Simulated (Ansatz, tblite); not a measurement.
# (Br2In-mu-Cl)2 (In₂Br₄Cl₂): rung by rung, part 2 of 2

How do method and basis change the picture of (Br2In-mu-Cl)2 (In₂Br₄Cl₂) (singlet)?

Ansatz 0.2.0, Gaussian basis; as each input shows. The steps go on from the part before.

### 9 PBE-D4/def2-SVP

The input, in.yaml:

```yaml
crystal:
  periodic: [false, false, false]
  atoms:
    - {symbol: In, position_ang: [-0.628260, -0.961270, -1.436241]}
    - {symbol: Br, position_ang: [-3.066004, -1.233733, -1.599234]}
    - {symbol: Br, position_ang: [1.072778, -1.833045, -2.982249]}
    - {symbol: Cl, position_ang: [-0.107277, 1.480350, -0.944151]}
    - {symbol: In, position_ang: [0.627080, 0.961553, 1.436452]}
    - {symbol: Br, position_ang: [-1.058638, 1.845704, 2.992134]}
    - {symbol: Br, position_ang: [3.067525, 1.218506, 1.584463]}
    - {symbol: Cl, position_ang: [0.092796, -1.478075, 0.948826]}
basis:
  gaussian: {orbitals: def2-SVP, initial_orbitals: start.molden}
hamiltonian: {xc: pbe, dispersion: d4}
scf: {omitted_lower_state_checks: [starts]}
output: {orbitals: {seedname: orbitals}}
```

On the command line:

```sh
ansatz run in.yaml --threads 2 --pin off --events-out ev --progress --plain --max-ram 32768MiB --backend cpu
```

Standard output:

```text
Functional definition: PBE
  name "PBE"
  cite "Perdew, Burke & Ernzerhof, Phys. Rev. Lett. 77, 3865 (1996) doi:10.1103/PhysRevLett.77.3865"
  parent pbe
  parameter kappa = 0.804
  parameter beta = 0.06672455060314922
  exchange = pbe_x(kappa = kappa, mu = beta*pi^2/3)
  correlation = pbe_c(beta = beta)
these checks for a lower state are left out or cut short: starts
2402 factors; their error is unknown
mean field evaluation 1: about -315493.6493 eV, gradient 3.2e1 eV
mean field evaluation 2: about -315494.1534 eV, gradient 7.3e-1 eV
mean field evaluation 4: about -315493.9269 eV, gradient 1.0e-1 eV
mean field -315493.92689236 eV, -11594.1879638299 hartree, gradient 2.4e-5 eV, S^2 0.000000; 0 other end points of the search recorded, 0 dependent functions left out
reference -315493.92695281 eV, -11594.1879660513 hartree; 108, 108 occupied and 108, 108 virtual orbitals, 2402 factors
Total energy: -315494.43734916 eV, -11594.2067227713 hartree
Checks for a lower state left out: starts
```

It took 5.5 s on 2 threads of AMD EPYC 7R13, shared host.

Report: HOMO -7.40 eV, LUMO -3.94 eV.

### 10 PBE0-D4/def2-SVP

in.yaml: that of step 9 with these lines changed.

```diff
@@ -13,3 +13,3 @@
   gaussian: {orbitals: def2-SVP, initial_orbitals: start.molden}
-hamiltonian: {xc: pbe, dispersion: d4}
+hamiltonian: {xc: pbe0, dispersion: d4}
 scf: {omitted_lower_state_checks: [starts]}
```

Launched as before.

Standard output:

```text
Functional definition: PBE0
  name "PBE0"
  cite "Adamo & Barone, J. Chem. Phys. 110, 6158 (1999) doi:10.1063/1.478522"
  cite "Perdew, Burke & Ernzerhof, Phys. Rev. Lett. 77, 3865 (1996) doi:10.1103/PhysRevLett.77.3865"
  parent pbe
  parameter a = 0.25
  parameter kappa = 0.804
  parameter beta = 0.06672455060314922
  exchange = (1 - a)*pbe_x(kappa = kappa, mu = beta*pi^2/3) + a*exact_x
  correlation = pbe_c(beta = beta)
these checks for a lower state are left out or cut short: starts
2206 factors; integrals over basis functions are off by at most 2.3e-4 eV
mean field evaluation 1: about -315505.5616 eV, gradient 2.9e1 eV
mean field evaluation 2: about -315505.8254 eV, gradient 3.7e-1 eV
mean field evaluation 4: about -315505.8845 eV, gradient 5.2e-4 eV
mean field -315505.88445136 eV, -11594.6273960182 hartree, gradient 1.9e-5 eV, S^2 0.000000; 0 other end points of the search recorded, 0 dependent functions left out
reference -315505.88449644 eV, -11594.6273976748 hartree; 108, 108 occupied and 108, 108 virtual orbitals, 2206 factors
Total energy: -315506.34636211 eV, -11594.6443709250 hartree
Checks for a lower state left out: starts
```

Wall time 14 s (2 threads of AMD EPYC 7R13, shared host); peak memory 1 GiB.

From the report: HOMO -8.76 eV, LUMO -3.20 eV.

### 11 CCSD(T)/def2-SVP

in.yaml: that of step 10 with these lines changed.

```diff
@@ -13,3 +13,3 @@
   gaussian: {orbitals: def2-SVP, initial_orbitals: start.molden}
-hamiltonian: {xc: pbe0, dispersion: d4}
+correlation: {method: ccsd_t}
 scf: {omitted_lower_state_checks: [starts]}
```

On the command line:

```sh
ansatz run in.yaml --threads 2 --pin off --events-out ev --progress --plain --max-ram 32768MiB --backend cuda --devices 0, --max-vram 18GiB
```

Standard output:

```text
Functional definition: HF
  name "HF"
  cite "Fock, Z. Phys. 61, 126 (1930) doi:10.1007/BF01340294"
  parent pbe
  exchange = exact_x
  correlation = 0
these checks for a lower state are left out or cut short: starts
2206 factors; integrals over basis functions are off by at most 2.3e-4 eV
mean field evaluation 1: about -315267.1872 eV, gradient 4.2e1 eV
mean field evaluation 2: about -315268.8527 eV, gradient 1.9e0 eV
mean field evaluation 4: about -315269.1049 eV, gradient 1.1e0 eV
mean field evaluation 8: about -315269.1086 eV, gradient 7.1e-4 eV
mean field -315269.10860694 eV, -11585.9260442280 hartree, gradient 1.1e-6 eV, S^2 0.000000; 0 other end points of the search recorded, 0 dependent functions left out
54 core orbitals not correlated: weight in the atoms' cores, before any rotation towards them, 1.000 or more for the frozen orbitals, at most 0.000 for the correlated occupied ones
reference -315269.10860694 eV, -11585.9260442280 hartree; 54, 54 occupied and 108, 108 virtual orbitals, 2206 factors
second order -36.52538899 eV of doubles, -0.00000000 eV of singles
cycle   1  -36.60388565 eV  change   -7.8e-2 eV  update   1.1e-1
cycle   2  -37.29946397 eV  change   -7.0e-1 eV  update   3.1e-2
cycle   3  -37.38251903 eV  change   -8.3e-2 eV  update   1.6e-2
cycle   4  -37.35902428 eV  change    2.3e-2 eV  update   3.2e-3
cycle   5  -37.35988034 eV  change   -8.6e-4 eV  update   1.1e-3
cycle   6  -37.35965271 eV  change    2.3e-4 eV  update   2.8e-4
cycle   7  -37.35942337 eV  change    2.3e-4 eV  update   8.4e-5
cycle   8  -37.35945113 eV  change   -2.8e-5 eV  update   2.6e-5
perturbative correction -0.90514987 eV, -0.0332636440 hartree
Total energy: -315307.37320793 eV, -11587.3322423778 hartree
Checks for a lower state left out: starts
```

Run time: 13 s. Hardware: 1 × H100 (card shared with other runs) with 2 threads of AMD EPYC 7R13, shared host; peak host memory 0.85 GiB.

Report: Hartree-Fock HOMO -11.73 eV, LUMO 0.32 eV; T1 0.008.

### 12 MP2/def2-TZVP

in.yaml: that of step 11 with these lines changed.

```diff
@@ -12,4 +12,4 @@
 basis:
-  gaussian: {orbitals: def2-SVP, initial_orbitals: start.molden}
-correlation: {method: ccsd_t}
+  gaussian: {orbitals: def2-TZVP, initial_orbitals: start.molden}
+correlation: {method: mp2}
 scf: {omitted_lower_state_checks: [starts]}
```

Launched as before.

Standard output:

```text
Functional definition: HF
  name "HF"
  cite "Fock, Z. Phys. 61, 126 (1930) doi:10.1007/BF01340294"
  parent pbe
  exchange = exact_x
  correlation = 0
these checks for a lower state are left out or cut short: starts
2694 factors; integrals over basis functions are off by at most 8.7e-4 eV
mean field evaluation 1: about -315310.1665 eV, gradient 5.7e1 eV
mean field evaluation 2: about -315312.0579 eV, gradient 2.5e0 eV
mean field evaluation 4: about -315312.2524 eV, gradient 9.6e-1 eV
mean field evaluation 8: about -315312.2553 eV, gradient 2.4e-4 eV
mean field -315312.25530803 eV, -11587.5116562471 hartree, gradient 4.1e-6 eV, S^2 0.000000; 0 other end points of the search recorded, 0 dependent functions left out
54 core orbitals not correlated: weight in the atoms' cores, before any rotation towards them, 1.000 or more for the frozen orbitals, at most 0.000 for the correlated occupied ones
reference -315312.25530803 eV, -11587.5116562471 hartree; 54, 54 occupied and 258, 258 virtual orbitals, 2694 factors
second order -54.63156810 eV of doubles, -0.00000000 eV of singles
Total energy: -315366.88687613 eV, -11589.5193293443 hartree
Checks for a lower state left out: starts
```

It took 7 s on 1 × H100 (card shared with other runs) with 2 threads of AMD EPYC 7R13, shared host; peak host memory 0.89 GiB.

From the report: Hartree-Fock HOMO -11.77 eV, LUMO 0.23 eV.

### 13 RPA/def2-TZVP

in.yaml: that of step 12 with these lines changed.

```diff
@@ -13,4 +13,4 @@
   gaussian: {orbitals: def2-TZVP, initial_orbitals: start.molden}
-correlation: {method: mp2}
+hamiltonian: {xc: pbe}
+correlation: {method: rpa}
 scf: {omitted_lower_state_checks: [starts]}
-output: {orbitals: {seedname: orbitals}}
```

Same command.

Standard output:

```text
Functional definition: PBE
  name "PBE"
  cite "Perdew, Burke & Ernzerhof, Phys. Rev. Lett. 77, 3865 (1996) doi:10.1103/PhysRevLett.77.3865"
  parent pbe
  parameter kappa = 0.804
  parameter beta = 0.06672455060314922
  exchange = pbe_x(kappa = kappa, mu = beta*pi^2/3)
  correlation = pbe_c(beta = beta)
these checks for a lower state are left out or cut short: starts
2694 factors; integrals over basis functions are off by at most 8.7e-4 eV
mean field evaluation 1: about -315536.7024 eV, gradient 2.0e1 eV
mean field evaluation 2: about -315536.9776 eV, gradient 4.0e-1 eV
mean field evaluation 4: about -315536.9830 eV, gradient 1.2e-3 eV
mean field evaluation 8: about -315536.9830 eV, gradient 2.4e-6 eV
mean field -315536.98295081 eV, -11595.7702447934 hartree, gradient 2.5e-6 eV, S^2 0.000000; 0 other end points of the search recorded, 0 dependent functions left out
54 core orbitals not correlated: weight in the atoms' cores, before any rotation towards them, 1.000 or more for the frozen orbitals, at most 0.000 for the correlated occupied ones
reference -315308.50046867 eV, -11587.3736684458 hartree; 54, 54 occupied and 258, 258 virtual orbitals, 2694 factors
Total energy: -315389.00607939 eV, -11590.3321950713 hartree
Checks for a lower state left out: starts
```

Wall time 8 s (1 × H100 (card shared with other runs) with 2 threads of AMD EPYC 7R13, shared host); peak host memory 1.7 GiB.

### 14 Comparison

| level | functions | HOMO (eV) | LUMO (eV) | gap (eV) | time |
| --- | --- | --- | --- | --- | --- |
| PBE-D4/def2-SVP | 216 | -7.40 | -3.94 | 3.46 | 5.5 s |
| PBE-D4/def2-TZVP | 366 | -7.54 | -4.04 | 3.50 | 7.5 s |
| BLYP-D4/def2-TZVP | 366 | -7.36 | -3.97 | 3.39 | 5 s |
| r2SCAN-D4/def2-TZVP | 366 | -7.91 | -3.90 | 4.01 | 8.5 s |
| B3LYP-D4/def2-TZVP | 366 | -8.56 | -3.52 | 5.04 | 7.5 s |
| PBE0-D4/def2-SVP | 216 | -8.76 | -3.20 | 5.56 | 14 s |
| PBE0-D4/def2-TZVP | 366 | -8.85 | -3.25 | 5.59 | 7 s |

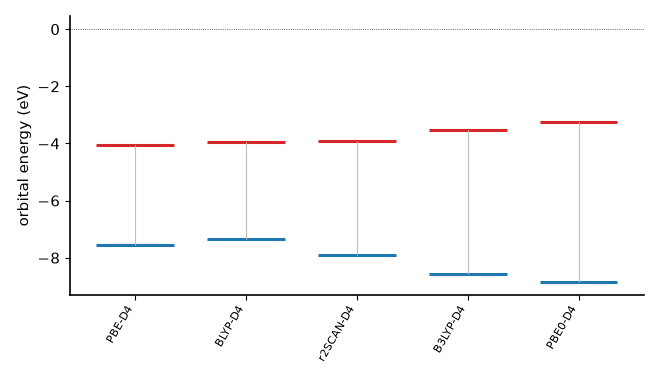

Highest filled (blue) and lowest empty (red) level in def2-TZVP.

Energy pieces by basis (eV):

| basis | HF | MP2 correlation | CCSD correlation | (T) | total |
| --- | --- | --- | --- | --- | --- |
| def2-SVP | -315269.1086 | -36.5254 | -37.3595 | -0.9051 | -315307.3732 |
| def2-TZVP | -315312.2553 | -54.6316 |  |  | -315366.8869 (MP2) |

The correlation energy is far from converged in these sets, so it jumps between bases; where outer-core shells are correlated, the sets cover them unevenly.

### 15 Binding energy

Free atoms were run apart at each level; binding is atoms less cluster, divided by the number of atoms, without zero-point or spin-orbit terms.

Differences are taken before rounding.

| method | binding an atom (eV) | from CCSD(T)/def2-SVP (eV) | time |
| --- | --- | --- | --- |
| HF/def2-SVP | 1.857 | -0.528 |  |
| HF/def2-TZVP | 1.856 | -0.529 |  |
| PBE-D4/def2-SVP | 2.584 | +0.199 | 5.5 s |
| PBE-D4/def2-TZVP | 2.567 | +0.182 | 7.5 s |
| BLYP-D4/def2-TZVP | 2.398 | +0.013 | 5 s |
| r2SCAN-D4/def2-TZVP | 2.601 | +0.216 | 8.5 s |
| B3LYP-D4/def2-TZVP | 2.431 | +0.046 | 7.5 s |
| PBE0-D4/def2-SVP | 2.556 | +0.171 | 14 s |
| PBE0-D4/def2-TZVP | 2.552 | +0.167 | 7 s |
| B2PLYP/def2-TZVP | 2.426 | +0.041 | 11 s |
| RPA/def2-TZVP | 2.187 | -0.198 | 8 s |
| MP2/def2-SVP | 2.530 | +0.146 |  |
| MP2/def2-TZVP | 2.602 | +0.217 | 7 s |
| CCSD/def2-SVP | 2.334 | -0.051 |  |
| CCSD(T)/def2-SVP | 2.385 | 0 | 13 s |

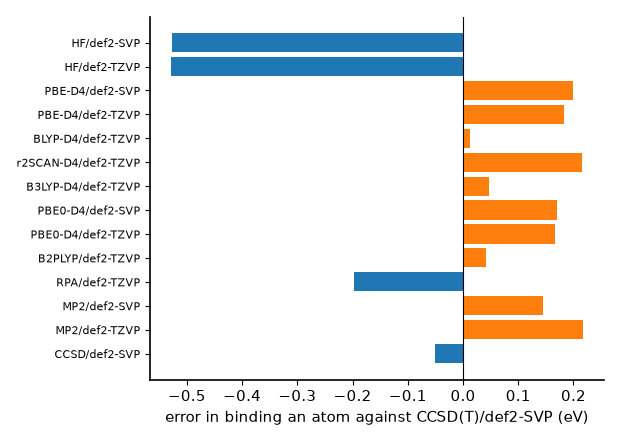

Deviations from CCSD(T)/def2-SVP, method by method.

Some runs used a GPU and others CPU threads alone, so the times don't compare the methods' cost.

### 16 What came out

The summary covers parts 1 to 2.

| quantity | value |
| --- | --- |
| gap in def2-TZVP, named functionals, smallest and largest | 3.39 eV (BLYP-D4), 5.59 eV (PBE0-D4) |
| correlation energy, CCSD(T)/def2-SVP | -38.26 eV |
| correlation energy, MP2/def2-TZVP | -54.63 eV |
| binding an atom, CCSD(T)/def2-SVP | 2.385 eV |
| PBE0 total energy, smallest basis above largest | 42.89 eV (def2-SVP, def2-TZVP) |

**Reading.** Over the named functionals in def2-TZVP the gap runs from 3.39 eV (BLYP-D4) to 5.59 eV (PBE0-D4); exact exchange widens it. The functionals in def2-TZVP miss CCSD(T)/def2-SVP by +0.013 (BLYP-D4) to +0.216 eV (r2SCAN-D4) an atom. The yardstick is in a double-zeta basis, so levels in larger sets aren't compared like for like. CCSD(T)/def2-SVP isn't at the basis-set limit; small misses against it rank nothing.

The slowest run with a step of its own, PBE0-D4/def2-SVP, took 14 s; the quickest functional in def2-TZVP took 5 s (shared host).
